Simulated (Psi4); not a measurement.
**Run report: CH₃CuO, single-point calculation (part 2 of 2)**

The same run, continued: CH₃CuO, multiplicity 3; OMP2/cc-pVDZ, UHF (Psi4 1.11). The geometry is that of the parent species in another charge or spin state. The geometry comes from this level: PBE0-D4/def2-TZVP.

Geometry of the input (Å):
```
C  0.4494  -0.1905  0.0120
O  -0.4252  0.8030  -0.4167
Cu -2.1698  0.7326  -0.0183
H  0.2127  -1.1908  -0.3836
H  1.4586  0.0615  -0.3475
H  0.5165  -0.2799  1.1078
```

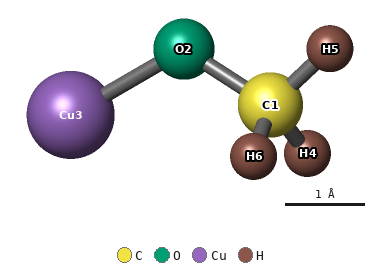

The structure as given in the input (ball-and-stick view, seen at a tilt; atoms are numbered from 1 in the order of the input). Sticks mark near contacts.

**Output, continued**
```
  Module DFOCC Options:
  ----------------------------------------------------------------------------
  ACTIVE                        => (empty)
  BASIS_RELATIVISTIC            => (empty)
  BENCH                         => (empty)
  CC_DIIS_MAX_VECS              => (empty)
  CC_DIIS_MIN_VECS              => (empty)
  CC_LAMBDA                     => (empty)
  CC_MAXITER                    => (empty)
  CC_TYPE                       => (empty)
  CHOLESKY                      => FALSE           !
  CHOLESKY_TOLERANCE            => (empty)
  CI_TYPE                       => (empty)
  COMPUT_S2                     => (empty)
  CUBEPROP_BASIS_FUNCTIONS      => (empty)
  CUBEPROP_FILEPATH             => (empty)
  CUBEPROP_ISOCONTOUR_THRESHOLD => (empty)
  CUBEPROP_ORBITALS             => (empty)
  CUBEPROP_TASKS                => (empty)
  CUBIC_BASIS_TOLERANCE         => (empty)
  CUBIC_BLOCK_MAX_POINTS        => (empty)
  CUBIC_GRID_OVERAGE            => (empty)
  CUBIC_GRID_SPACING            => (empty)
  CUTOFF                        => (empty)
  DDX                           => (empty)
  DEBUG                         => (empty)
  DERTYPE                       => (empty)
  DF_BASIS_CC                   => (empty)
  DIE_IF_NOT_CONVERGED          => (empty)
  DKH_ORDER                     => (empty)
  DOCC                          => (empty)
  DO_DIIS                       => (empty)
  DO_LEVEL_SHIFT                => (empty)
  DO_SCS                        => FALSE           !
  DO_SOS                        => FALSE           !
  E3_SCALE                      => (empty)
  EKT_IP                        => (empty)
  EXTERNAL_POTENTIAL_SYMMETRY   => (empty)
  E_CONVERGENCE                 => 1e-09           !
  FREEZE_CORE                   => (empty)
  FREEZE_CORE_POLICY            => (empty)
  FROZEN_DOCC                   => (empty)
  FROZEN_UOCC                   => (empty)
  HESS_TYPE                     => (empty)
  INTEGRAL_CUTOFF               => (empty)
  INTEGRAL_PACKAGE              => (empty)
  LEVEL_SHIFT                   => (empty)
  LINEQ_SOLVER                  => (empty)
  LITERAL_CFOUR                 => (empty)
  LS_THC_BASIS_TOLERANCE        => (empty)
  LS_THC_DF                     => (empty)
  LS_THC_PRUNING_SCHEME         => (empty)
  LS_THC_RADIAL_POINTS          => (empty)
  LS_THC_SPHERICAL_POINTS       => (empty)
  LS_THC_S_EPSILON              => (empty)
  LS_THC_WEIGHTS_TOLERANCE      => (empty)
  MAT_NUM_COLUMN_PRINT          => (empty)
  MAX_MOGRAD_CONVERGENCE        => (empty)
  MAX_RADIAL_MOMENT             => (empty)
  MBIS_D_CONVERGENCE            => (empty)
  MBIS_MAXITER                  => (empty)
  MBIS_PRUNING_SCHEME           => (empty)
  MBIS_RADIAL_POINTS            => (empty)
  MBIS_SPHERICAL_POINTS         => (empty)
  MOLDEN_WITH_VIRTUAL           => (empty)
  MOLDEN_WRITE                  => (empty)
  MO_DIIS_NUM_VECS              => (empty)
  MO_MAXITER                    => (empty)
  MO_STEP_MAX                   => (empty)
  MP2_AMP_TYPE                  => (empty)
  MP2_OS_SCALE                  => (empty)
  MP2_SOS_SCALE                 => (empty)
  MP2_SOS_SCALE2                => (empty)
  MP2_SS_SCALE                  => (empty)
  MP2_TYPE                      => (empty)
  MP_TYPE                       => (empty)
  NAT_ORBS                      => FALSE           !
  NUM_FROZEN_DOCC               => 7               !
  NUM_FROZEN_UOCC               => (empty)
  NUM_GPUS                      => (empty)
  OCC_ORBS_PRINT                => (empty)
  OEPROP                        => (empty)
  OO_SCALE                      => (empty)
  OPT_METHOD                    => (empty)
  ORBITAL_OPTIMIZER_PACKAGE     => (empty)
  ORB_OPT                       => TRUE            !
  ORB_RESP_SOLVER               => (empty)
  ORTH_TYPE                     => (empty)
  PARENT_SYMMETRY               => (empty)
  PCG_BETA_TYPE                 => (empty)
  PCG_CONVERGENCE               => (empty)
  PCG_MAXITER                   => (empty)
  PCM                           => (empty)
  PE                            => (empty)
  PPL_TYPE                      => (empty)
  PRINT                         => (empty)
  PRINT_NOONS                   => (empty)
  PROPERTIES                    => (empty)
  PROPERTIES_ORIGIN             => (empty)
  PUREAM                        => TRUE            !
  QCHF                          => (empty)
  QC_MODULE                     => (empty)
  RAS1                          => (empty)
  RAS2                          => (empty)
  RAS3                          => (empty)
  RAS4                          => (empty)
  READ_SCF_3INDEX               => (empty)
  REGULARIZATION                => (empty)
  REG_PARAM                     => (empty)
  RELATIVISTIC                  => (empty)
  REMP_A                        => (empty)
  RESTRICTED_DOCC               => (empty)
  RESTRICTED_UOCC               => (empty)
  RMS_MOGRAD_CONVERGENCE        => (empty)
  R_CONVERGENCE                 => (empty)
  SCF_TYPE                      => PK              !
  SCREENING                     => (empty)
  SCS_TYPE                      => (empty)
  SOCC                          => (empty)
  SOS_TYPE                      => (empty)
  TRIPLES_IABC_TYPE             => (empty)
  WFN                           => (empty)
  WFN_TYPE                      => DF-OMP2         !
  WRITER_FILE_LABEL             => (empty)
  ZORA_BASIS_TOLERANCE          => (empty)
  ZORA_NR_DEBUG                 => (empty)
  ZORA_PRUNING_SCHEME           => (empty)
  ZORA_RADIAL_POINTS            => (empty)
  ZORA_SPHERICAL_POINTS         => (empty)

	Warning: cc_lambda option is changed to TRUE
	For this residual convergence, default PCG convergence is:     1.00e-07
	For this energy convergence, default RMS orbital gradient is:     3.16e-07
	For this energy convergence, default MAX orbital gradient is:     2.00e-06

 ==============================================================================
 ==============================================================================
 ==============================================================================

                      DF-OMP2 (DF-OO-MP2)

 ==============================================================================
 ==============================================================================
 ==============================================================================

	MO Hessian type is changed to 'APPROX_DIAG'
	MO spaces...

	 FC   AOCC   BOCC  AVIR   BVIR   FV
	------------------------------------------
	  7    17    15    62     64     0
	Number of basis functions in the DF-HF basis: 473
	Number of basis functions in the DF-CC basis: 470

	Minimum required memory for amplitudes:     25.43 MB

	Computing DF-MP2 energy using SCF MOs (Canonical DF-MP2)...
	=======================================================================
	Nuclear Repulsion Energy (a.u.)    :   149.73887892784728
	DF-HF Energy (a.u.)                : -1753.36221918096794
	REF Energy (a.u.)                  : -1753.36221918096794
	Alpha-Alpha Contribution (a.u.)    :    -0.16620620659526
	Alpha-Beta Contribution (a.u.)     :    -0.65629827634755
	Beta-Beta Contribution (a.u.)      :    -0.15664975167383
	Scaled_SS Correlation Energy (a.u.):    -0.10761865275636
	Scaled_OS Correlation Energy (a.u.):    -0.78755793161706
	DF-SCS-MP2 Total Energy (a.u.)     : -1754.25739576534147
	DF-SOS-MP2 Total Energy (a.u.)     : -1754.21540694021974
	DF-SCS(N)-MP2 Total Energy (a.u.)  : -1753.93044566752155
	DF-MP2 Correlation Energy (a.u.)   :    -0.97915423461665
	DF-MP2 Total Energy (a.u.)         : -1754.34137341558448
	=======================================================================

	Number of alpha independent-pairs:1607
	Number of beta independent-pairs :1513

 ==============================================================================
 ================ Performing DF-OMP2 iterations... ============================
 ==============================================================================
	            Minimizing DF-MP2-L Functional
	            ------------------------------
 Iter       E_total           DE           RMS MO Grad      MAX MO Grad      RMS T2
 ----    ---------------    ----------     -----------      -----------     ----------
	successfully fired up coupled DIIS...
   1     -1754.3684552451     -2.71e-02       7.83e-03         1.04e-01        5.07e-05
   2     -1754.3769821422     -8.53e-03       7.15e-03         1.19e-01        3.63e-05
   3     -1754.3863534828     -9.37e-03       3.25e-03         6.56e-02        1.67e-05
   4     -1754.3964137184     -1.01e-02       2.12e-03         6.42e-02        5.20e-05
   5     -1754.4001887899     -3.78e-03       1.81e-03         5.74e-02        2.55e-05
   6     -1754.4079507589     -7.76e-03       6.42e-04         9.21e-03        8.69e-05
   7     -1754.4082533217     -3.03e-04       4.29e-04         8.71e-03        6.75e-06
   8     -1754.4084398379     -1.87e-04       3.16e-04         8.79e-03        5.12e-06
   9     -1754.4085660287     -1.26e-04       1.88e-04         2.67e-03        6.21e-06
  10     -1754.4086066739     -4.06e-05       1.29e-04         2.03e-03        3.72e-06
[... 51 lines of further cycles ...]
  62     -1754.4086658340     -1.84e-11       1.06e-07         3.60e-06        2.76e-10
  63     -1754.4086658340     -4.39e-11       8.45e-08         3.05e-06        1.22e-09
  64     -1754.4086658340     -1.14e-12       8.37e-08         3.05e-06        9.65e-10
  65     -1754.4086658340     -7.28e-12       7.94e-08         2.92e-06        3.17e-10
  66     -1754.4086658340     -1.25e-11       7.36e-08         2.73e-06        2.53e-10
  67     -1754.4086658340     -9.32e-12       6.93e-08         2.58e-06        3.47e-10
  68     -1754.4086658341     -2.77e-11       5.94e-08         2.19e-06        1.20e-09
  69     -1754.4086658341     -3.64e-12       5.82e-08         2.13e-06        4.51e-10
  70     -1754.4086658341     -6.59e-12       5.74e-08         2.08e-06        4.20e-10
  71     -1754.4086658341     -7.50e-12       5.57e-08         1.91e-06        3.46e-10

 ==============================================================================
 ======================== DF-OMP2 ITERATIONS ARE CONVERGED ====================
 ==============================================================================

	Computing MP2 energy using optimized MOs...
	=======================================================================
	Nuclear Repulsion Energy (a.u.)    :   149.73887892784728
	DF-HF Energy (a.u.)                : -1753.36221918096794
	REF Energy (a.u.)                  : -1753.29065452088184
	Alpha-Alpha Contribution (a.u.)    :    -0.17442275076170
	Alpha-Beta Contribution (a.u.)     :    -0.73748892943950
	Beta-Beta Contribution (a.u.)      :    -0.20609963220791
	Scaled_SS Correlation Energy (a.u.):    -0.12684079432320
	Scaled_OS Correlation Energy (a.u.):    -0.88498671532739
	DF-SCS-MP2 Total Energy (a.u.)     : -1754.30248203053247
	DF-SOS-MP2 Total Energy (a.u.)     : -1754.17564123620923
	DF-SCS(N)-MP2 Total Energy (a.u.)  : -1753.96037391490836
	DF-MP2 Correlation Energy (a.u.)   :    -1.04644665232308
	DF-MP2 Total Energy (a.u.)         : -1754.40866583329102
	=======================================================================

	=======================================================================
	================ DF-OMP2 FINAL RESULTS ================================
	=======================================================================
	Nuclear Repulsion Energy (a.u.)    :   149.73887892784728
	DF-HF Energy (a.u.)                : -1753.36221918096794
	REF Energy (a.u.)                  : -1753.29065452088184
	DF-SCS-OMP2 Total Energy (a.u.)    : -1754.30248203053247
	DF-SOS-OMP2 Total Energy (a.u.)    : -1754.17564123620923
	DF-SCS(N)-OMP2 Total Energy (a.u.) : -1753.96037391490836
	DF-OMP2 Correlation Energy (a.u.)  :    -1.04644665311844
	Edfomp2 - Eref (a.u.)              :    -1.11801131320453
	DF-OMP2 Total Energy (a.u.)        : -1754.40866583408638
	=======================================================================

	total time  =        174 seconds =       2.90 minutes
```

**Standard output**
```
energy: -47739.891451 eV
```

**Summary**

| quantity | value |
| --- | --- |
| outcome | converged |
| total energy | −1754.408666 hartree |
| SCF energy | −1753.362219 hartree |
| MP2 energy | −1754.341373 hartree |
| correlation energy | −1.046447 hartree |
| basis functions | 86 |
| ⟨S²⟩ | 2.018 |
| wall time | 5.5 min |
| peak memory | 1.3 GiB |
